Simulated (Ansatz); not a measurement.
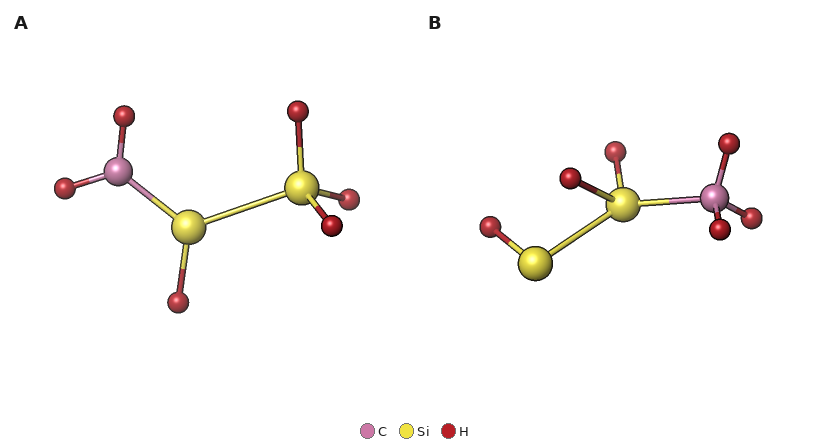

2 stationary structures of one formula. Geometries: PBE0-D4/def2-TZVP. Electronic energies: RHF-CCSD(T) (frozen core)/def2-TZVPP (Ansatz 0.2.0), without zero-point energy. No frequency run is at hand to confirm each as a minimum. Each is one conformer, not always the lowest.

### Which structure is the most stable?

A is lowest; B lies 0.162 eV above it.

Give E(B) − E(A) in eV at these levels too: PBE0-D4/def2-TZVP; ωB97M-V/def2-TZVPP; r2SCAN-D4/def2-TZVPP; B3LYP-D4/def2-TZVPP; PBE0-D4/def2-TZVPP; RHF-CCSD(T) (frozen core)/def2-TZVPP; PBE-D4/def2-TZVPP.

```json
{"level": "PBE0-D4/def2-TZVP", "E(B) − E(A) (eV)": "−0.004"}
{"level": "ωB97M-V/def2-TZVPP", "E(B) − E(A) (eV)": "−0.026"}
{"level": "r2SCAN-D4/def2-TZVPP", "E(B) − E(A) (eV)": "+0.096"}
{"level": "B3LYP-D4/def2-TZVPP", "E(B) − E(A) (eV)": "+0.157"}
{"level": "PBE0-D4/def2-TZVPP", "E(B) − E(A) (eV)": "−0.009"}
{"level": "RHF-CCSD(T) (frozen core)/def2-TZVPP", "E(B) − E(A) (eV)": "+0.162"}
{"level": "PBE-D4/def2-TZVPP", "E(B) − E(A) (eV)": "−0.010"}
```
